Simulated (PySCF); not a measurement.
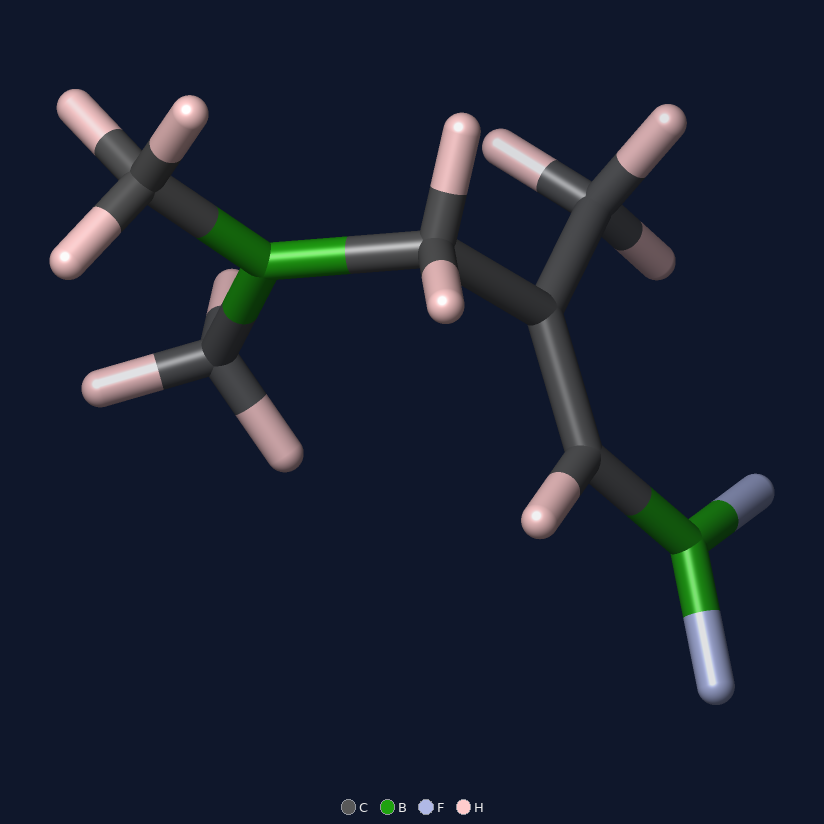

Stick drawing of a structure.

The geometry was computed by an optimisation with GFN2-xTB. No frequency run is at hand to confirm it as a minimum.

Give the formula.

Answer. C₆H₁₂B₂F₂, 22 atoms: 6 carbon, 12 hydrogen, 2 boron and 2 fluorine.

What is the point group of this geometry?

Answer. C1.

Name some functional groups or characteristic bonds that it holds.

Answer. Among them: alkene.

Does it have rings?

Answer. It has no ring.

Write the SMILES.

Answer. CB(C)C/C(C)=C/B(F)F

More results for the same structure follow; atom numbers are the same in all pictures, views and colours differ.

## Dipole moment

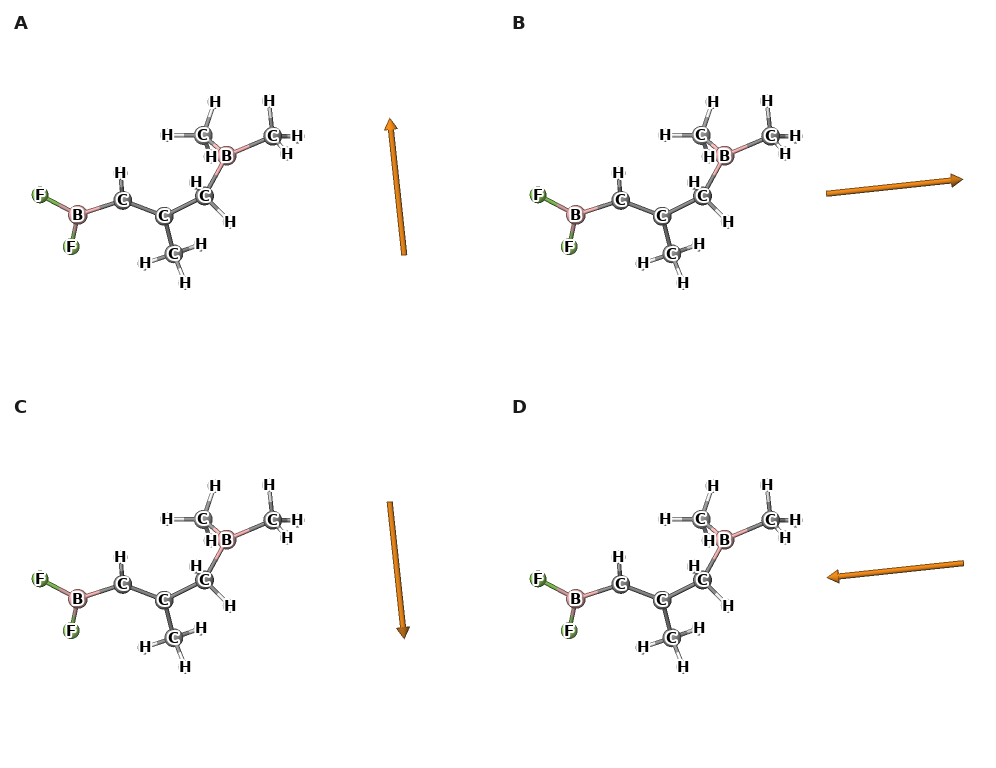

The same molecule four times, each with an arrow. No frequency run is at hand to confirm it as a minimum. Properties computed with PBE0/pcSseg-1, gas phase (PySCF 2.14.0).

Which arrow points along the dipole moment, from the negative to the positive end?

Answer. B. The dipole moment is 3.64 D.

## Charges

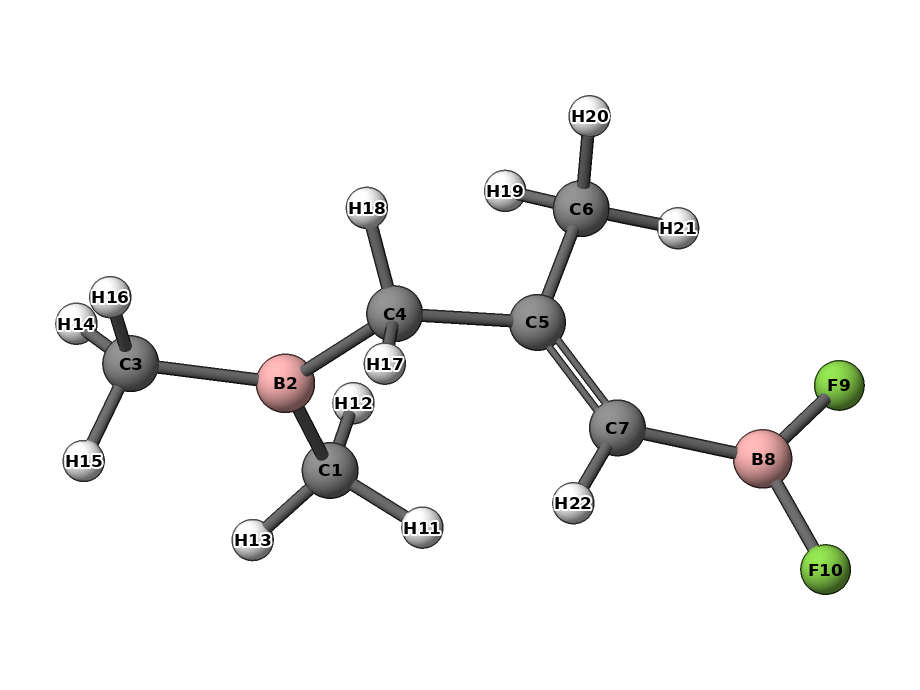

The questions are on IAO charges. No frequency run is at hand to confirm it as a minimum. Level of theory: PBE0/pcSseg-1, gas phase (PySCF 2.14.0).

Which atom carries the highest charge (most positive or least negative)?

Answer. B8 (0.69 e).

And the lowest?

Answer. C1, C3 (−0.58 e).

Give the IAO charges atom by atom.

| atom | value (e) |
| --- | --- |
| C1 | −0.58 |
| B2 | 0.36 |
| C3 | −0.58 |
| C4 | −0.42 |
| C5 | 0.13 |
| C6 | −0.43 |
| C7 | −0.40 |
| B8 | 0.69 |
| F9 | −0.32 |
| F10 | −0.33 |
| H11 | 0.16 |
| H12 | 0.17 |
| H13 | 0.15 |
| H14 | 0.16 |
| H15 | 0.17 |
| H16 | 0.14 |
| H17 | 0.17 |
| H18 | 0.16 |
| H19 | 0.15 |
| H20 | 0.16 |
| H21 | 0.16 |
| H22 | 0.15 |

## NMR shielding

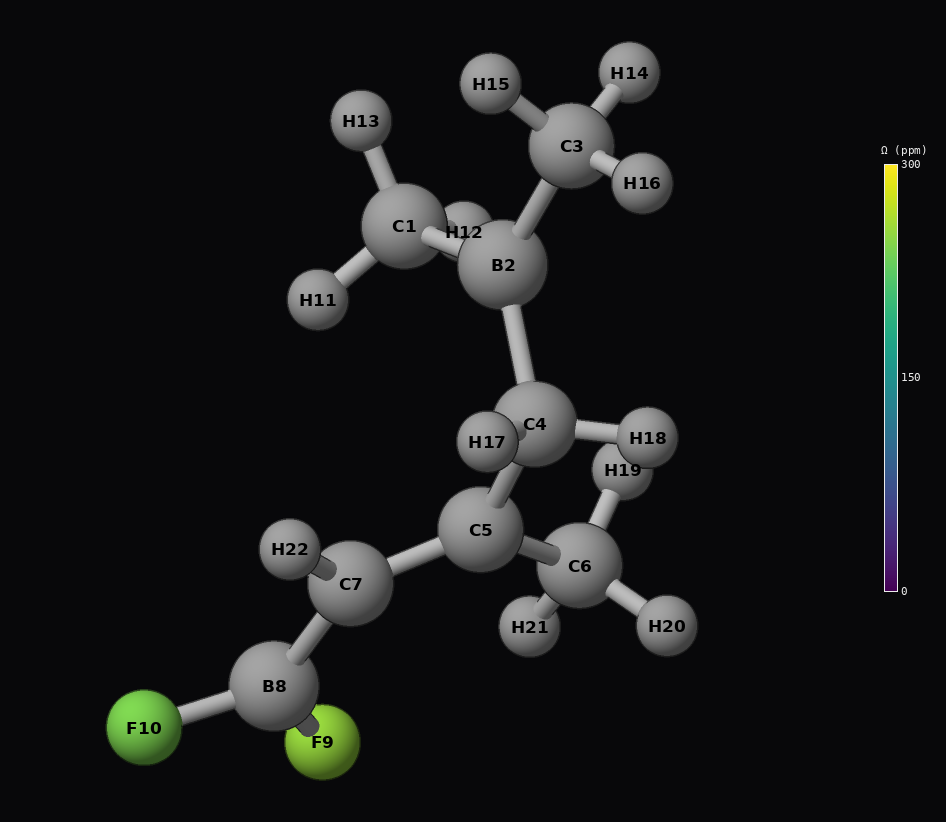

The F atoms are coloured by the span of their shielding tensor. No frequency run is at hand to confirm it as a minimum. Method: GIAO PBE0/pcSseg-1 NMR shielding, non-relativistic, gas phase (PySCF 2.14.0). Principal shieldings σ11 ≤ σ22 ≤ σ33, span Ω = σ33 − σ11, skew κ = 3(σiso − σ22)/Ω.

Give the shielding tensors of the F atoms.

| atom | σ11 | σ22 | σ33 | σiso | Ω | κ |
| --- | --- | --- | --- | --- | --- | --- |
| F9 | 118.9 | 302.8 | 373.1 | 264.9 | 254.1 | −0.45 |
| F10 | 106.3 | 299.3 | 347.4 | 251.0 | 241.1 | −0.60 |

Shieldings and span in ppm.

## Quadrupole coupling

No frequency run is at hand to confirm it as a minimum. Electric field gradients from the ground-state density, PBE0/pcSseg-1 (PySCF 2.14.0), non-relativistic apart from any core potentials.

Give the largest field-gradient component, the quadrupole coupling constant and the asymmetry for 11B at B2 (Q = 40.59 mb), 11B at B8 (Q = 40.59 mb), 2H at H11 (Q = 2.86 mb), 2H at H12 (Q = 2.86 mb).

| atom | V_zz (a.u.) | e²qQ/h (MHz) | η |
| --- | --- | --- | --- |
| B2 | 0.588 | 5.60 | 0.10 |
| B8 | 0.339 | 3.23 | 0.77 |
| H11 | 0.317 | 0.213 | 0.02 |
| H12 | 0.319 | 0.215 | 0.01 |

The geometry is semi-empirical. Around B such bond lengths and angles can be off by a tenth of an ångström or more and by several degrees, and values that hang on the shape move with them.
